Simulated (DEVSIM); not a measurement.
System: illuminated Si n-on-p cell, one wavelength, at 300 K.

```
layer (left to right)  material  thickness (μm)  Nd (cm⁻³)  Na (cm⁻³)  τn (s)  τp (s)  absorption coefficient (cm⁻¹)
---------------------  --------  --------------  ---------  ---------  ------  ------  -----------------------------
1                            Si           0.790     6.4e18          -  2.4e-7  9.4e-8                          53000
2                            Si            74.0          -     2.7e16    6e-8    2e-6                          53000
```

Left contact: ohmic, minority hole recombination velocity 90000 cm/s. Right contact: ohmic, minority electron recombination velocity 80 cm/s. Voltage is applied to the left contact. Recombination: SRH at mid-gap, radiative, Auger. Light enters at the left, 4.9e17 photons cm⁻² s⁻¹, one pass, no reflection. Mobility is μmin + (μ − μmin)/(1 + (N/Nref)^α).

This is a model device: material constants are rounded textbook-type values typed into the input, and sizes, dopings and lifetimes were drawn at random. Values at 300 K.

```tsv
parameter	Si
gap (eV)	1.124
affinity (eV)	4.05
permittivity	11.7
Nc (cm⁻³)	2.86e19
Nv (cm⁻³)	3.1e19
μn (cm²/Vs)	1417
μp (cm²/Vs)	470
μn,min	52
μp,min	45
Nref,n	9.7e16
Nref,p	2.2e17
αn	0.68
αp	0.72
B (cm³/s)	4.7e-15
Cn (cm⁶/s)	2.8e-31
Cp (cm⁶/s)	9.9e-32
```

DEVSIM, 1D drift-diffusion, Boltzmann statistics, complete ionisation; no tunnelling, impact ionisation, image-force lowering or self-heating.

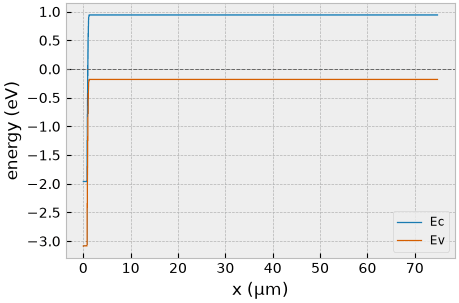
Figure. Band edges at 2.0 V on the left contact, in the dark

Energies count from the Fermi level of the right contact; mesh points crowd at the junctions.

| x (μm) | Ec (eV) | Ev (eV) | n (cm⁻³) | p (cm⁻³) | field (V/cm) |
|---|---|---|---|---|---|
| 0.000 | -1.961 | -3.085 | 6.4e18 | < 1e2 | ≈ 0 |
| 0.03386 | -1.961 | -3.085 | 6.4e18 | < 1e2 | ≈ 0 |
| 0.1125 | -1.961 | -3.085 | 6.4e18 | < 1e2 | ≈ 0 |
| 0.2950 | -1.961 | -3.085 | 6.4e18 | < 1e2 | ≈ 0 |
| 0.6345 | -1.961 | -3.085 | 6.4e18 | < 1e2 | ≈ 0 |
| 0.7376 | -1.961 | -3.085 | 6.4e18 | < 1e2 | ≈ 0 |
| 0.7820 | -1.961 | -3.085 | 6.3e18 | < 1e2 | 2500 |
| 0.8226 | -1.439 | -2.563 | 1.1e10 | < 1e2 | 140000 |
| 0.9048 | -0.427 | -1.551 | 700 | 1100 | 110000 |
| 1.121 | 0.887 | -0.237 | < 1e2 | 3.3e15 | 16000 |
| 1.636 | 0.942 | -0.182 | 160 | 2.7e16 | ≈ 0 |
| 3.607 | 0.942 | -0.182 | 760 | 2.7e16 | ≈ 0 |
| 7.735 | 0.942 | -0.182 | 1800 | 2.7e16 | ≈ 0 |
| 17.86 | 0.942 | -0.182 | 3200 | 2.7e16 | ≈ 0 |
| 51.18 | 0.942 | -0.182 | 4200 | 2.7e16 | ≈ 0 |
| 65.18 | 0.942 | -0.182 | 4300 | 2.7e16 | ≈ 0 |
| 70.89 | 0.942 | -0.182 | 4300 | 2.7e16 | ≈ 0 |
| 73.21 | 0.942 | -0.182 | 4300 | 2.7e16 | ≈ 0 |
| 74.32 | 0.942 | -0.182 | 4300 | 2.7e16 | ≈ 0 |
| 74.61 | 0.942 | -0.182 | 4300 | 2.7e16 | ≈ 0 |
| 74.74 | 0.942 | -0.182 | 4300 | 2.7e16 | ≈ 0 |
| 74.79 | 0.942 | -0.182 | 4300 | 2.7e16 | ≈ 0 |
